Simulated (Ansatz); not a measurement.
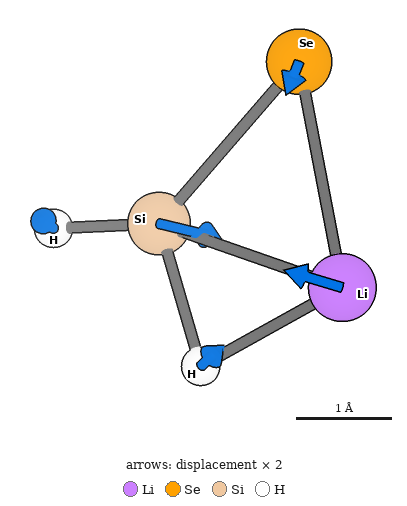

This is a relaxation of LiSiH₂Se (multiplicity 2). The starting structure is drawn; blue arrows show the displacements, magnified 2 times. The two geometries are superimposed by the best rigid fit.

A ball-and-stick model, seen from a free direction.

It is one of the separated reactants of a reaction.

These are results of UKS PBE-D4/def2-SVP in Ansatz, not measurements.

Input
```yaml
crystal:
  periodic: [false, false, false]
  atoms:
    - {symbol: Li, position_ang: [-1.035778, -1.489356, 0.728078]}
    - {symbol: Se, position_ang: [1.422188, -0.878414, 1.214806]}
    - {symbol: Si, position_ang: [0.320783, 0.585195, -0.374152]}
    - {symbol: H, position_ang: [-1.288716, 0.039914, -0.577080]}
    - {symbol: H, position_ang: [0.581522, 1.742661, -0.991652]}
basis:
  gaussian: {orbitals: def2-SVP}
magnetization: {spin_polarized: true, initial_magnetization: 1}
hamiltonian: {xc: pbe, dispersion: d4}
relax: {f_tol: 0.03, max_steps: 250}
```

Run as
```bash
ansatz run in.yaml --threads 2 --pin off --events-out ev --progress --plain --max-ram 4352MiB
```

Describe the change and its energy.

The atom that moves furthest after the best rigid fit is Si3 (0.46 Å). Largest moves by element: Si 0.46 Å, H 0.44 Å, Li 0.33 Å, Se 0.20 Å. Near-neighbour distances that change, for instance: Li1–Se2 2.579 → 2.341 Å, Se2–Si3 2.425 → 2.240 Å, Si3–H5 1.338 → 1.520 Å, Li1–H4 2.026 → 1.853 Å. Bond angles that change, for instance: Li1–Si3–H5 161.2° → 121.2°, Se2–Si3–H5 137.4° → 116.2°, H4–Si3–H5 113.8° → 101.3°. The energy falls by 29.1 kcal/mol in 6 accepted moves (7 points after the start). The largest force component goes from 5.7 to 0.0081 eV/Å. The line search rejected the trial step at point 6 of the run. The run took 20 s on 2 threads of Arm Neoverse V1 (shared host).
